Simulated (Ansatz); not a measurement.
System: F2PSi (SMILES F[Si](F)=[P-]) (charge −1).

```yaml
atoms:
  - { symbol: F, position_ang: [-0.7663, 0.9216, -1.1659] }
  - { symbol: F, position_ang: [-1.1922, -1.4295, -0.7212] }
  - { symbol: P, position_ang: [0.0760, 0.1105, 1.9938] }
  - { symbol: Si, position_ang: [-0.5933, -0.1206, 0.1308] }
```

Geometry: PBE0-D3(BJ)/def2-SVPD.

Computed with isolated molecule in a Gaussian basis; Kohn-Sham density functional theory, functional PBE0 in Ansatz.

> What can the converged electron density and electron localisation function tell about the bonding?

Si–F (1.67 Å): ρ is about 1 e/Å³ halfway; the ELF peaks at about 0.85 in the valence shell of F, 0.6 Å from its nucleus, and is about 0.55 at the midpoint.
Si–P (1.99 Å): ρ at the midpoint is about 0.85 e/Å³; the ELF peaks at about 0.80 between the atoms (a covalent bond).

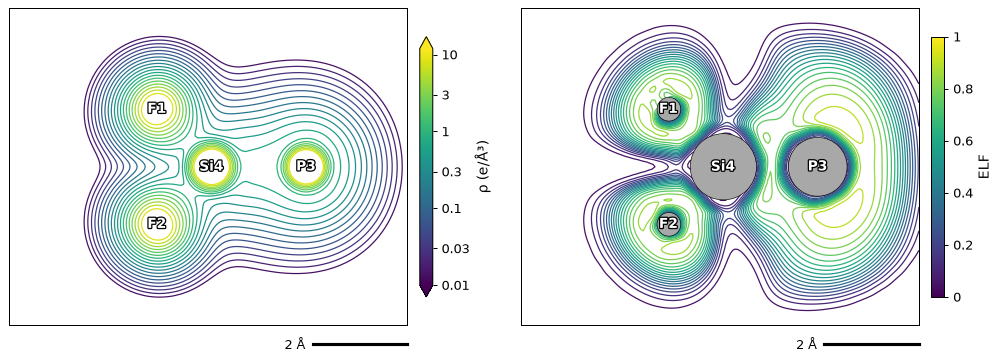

Computed electron density and electron localisation function on the molecular plane, in this order. Grey discs cover the atomic cores in the ELF map. 
